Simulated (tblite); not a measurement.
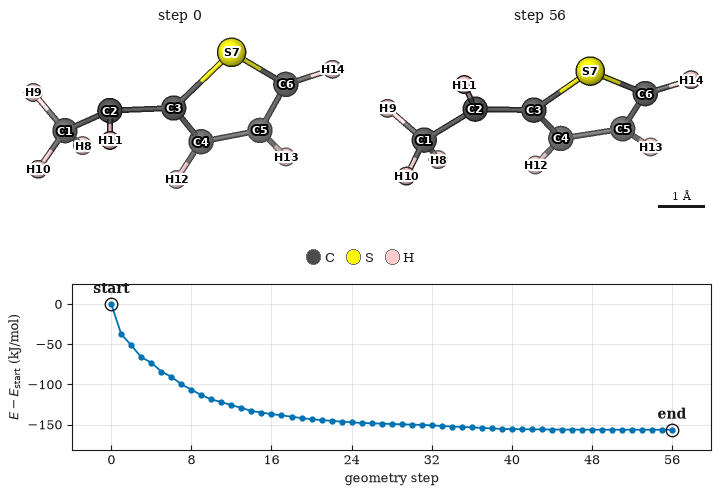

First and last geometry of a relaxation of C6H7S (multiplicity 2), with the history of the run. The picture is a ball-and-stick view, seen from a free direction.

The calculation used GFN2-xTB geometry optimisation, gas phase in tblite. 

### Read the history and describe the run.

It converged. After 56 geometry steps the energy has fallen by 156.4 kJ/mol. The largest move after the best rigid fit is that of H11, 1.26 Å. By element the largest moves are H 1.26 Å, S 0.46 Å, C 0.32 Å. Near-neighbour distances that change, for instance: C2–C3 1.488 → 1.364 Å, C3–S7 1.875 → 1.772 Å, C3–C4 1.333 → 1.411 Å, C6–S7 1.775 → 1.719 Å. Among the angles between lasting bonds that change: C3–C2–H11 105.8° → 118.5°, C1–C2–C3 115.8° → 125.0°, S7–C6–H14 125.0° → 119.5°.
